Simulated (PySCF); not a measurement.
SMILES C[Si](C)(O)C#C[Si](O)(O)O (C4H10O4Si2) at its GFN2-xTB optimised geometry (Å):

```
20

Si     0.3545    -3.4135     0.0000
O     -0.1651    -4.2126    -1.3159
O      1.9798    -3.4135     0.0000
O     -0.1622    -4.2060     1.3221
C     -0.2930    -1.6692     0.0000
C     -0.7207    -0.5380    -0.0003
Si    -1.3763     1.2050    -0.0010
C     -2.3928     1.5314    -1.5677
C      0.1180     2.3748     0.1664
O     -2.4441     1.4150     1.2221
H      0.2362    -4.0293    -2.1591
H      2.4441    -3.2336     0.8109
H     -1.0582    -4.5260     1.3466
H     -2.8000     2.5377    -1.5707
H     -3.2251     0.8389    -1.6383
H     -1.7860     1.4134    -2.4598
H     -0.1970     3.4135     0.2170
H      0.7938     2.2774    -0.6768
H      0.6904     2.1609     1.0653
H     -2.1878     1.3089     2.1336
```

Method: PBE0/def2-SVP in PySCF.

Map of the electron localisation function on the plane z = 0.6 Å:

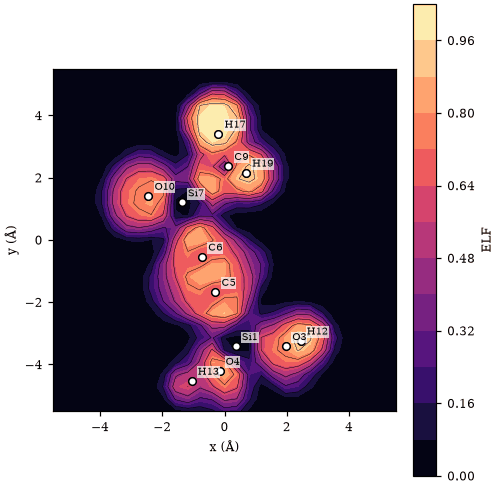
Figure. Electron localisation function on the plane z = 0.6 Å.
